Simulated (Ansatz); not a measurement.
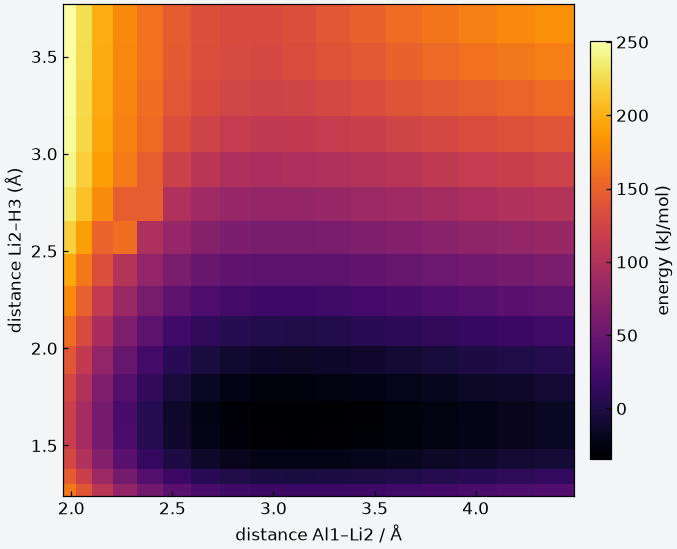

Energy landscape of the system Al + LiH, spin multiplicity 2. The first coordinate is: distance Al1–Li2; the second: distance Li2–H3. Nothing is relaxed (the angle Al1–Li2–H3 is fixed at 160 degrees). The scan uses a 17 × 17 grid. Points are written as (first, second). All energies are given in kJ/mol relative to Al far from the relaxed LiH (each part in its own basis). Energies and slopes of some neighbouring points disagree (a jump in structure or state, or too coarse a mesh). In part of the range the unrestricted reference is strongly spin-contaminated. These are results of UHF-CCSD(T), frozen core/def2-TZVPD (Ansatz), not measurements.

Drawn: one coloured cell a grid point. 

> Describe this landscape.

The lowest grid point is at (3.128 Å, 1.668 Å), −35 kJ/mol from Al far from the relaxed LiH (each part in its own basis). The highest grid point, (1.992 Å, 3.672 Å), lies 285 kJ/mol above the lowest.

The values on the grid:

| distance Li2–H3 ↓, distance Al1–Li2 → | 2.057 | 2.264 | 2.521 | 2.811 | 3.128 | 3.467 | 3.824 | 4.199 |
| --- | --- | --- | --- | --- | --- | --- | --- | --- |
| 3.672 | 226 | 176 | 146 | 131 | 135 | 149 | 164 | 176 |
| 3.290 | 224 | 174 | 141 | 125 | 124 | 133 | 143 | 152 |
| 2.923 | 218 | 166 | 121 | 99 | 97 | 103 | 111 | 119 |
| 2.575 | 190 | 158 | 81 | 63 | 60 | 65 | 72 | 79 |
| 2.247 | 149 | 84 | 42 | 24 | 21 | 25 | 31 | 38 |
| 1.943 | 113 | 48 | 7 | −11 | −15 | −11 | −5 | 1 |
| 1.668 | 92 | 28 | −13 | −31 | −35 | −32 | −26 | −20 |
| 1.433 | 101 | 39 | −1 | −19 | −23 | −21 | −15 | −10 |
| 1.272 | 139 | 78 | 39 | 21 | 17 | 20 | 25 | 30 |

The table holds every second grid line.

Time for the 289 points that were run: 37 min on 1 thread of AMD EPYC 9R45 96-Core Processor (Zen 5), on a shared host.
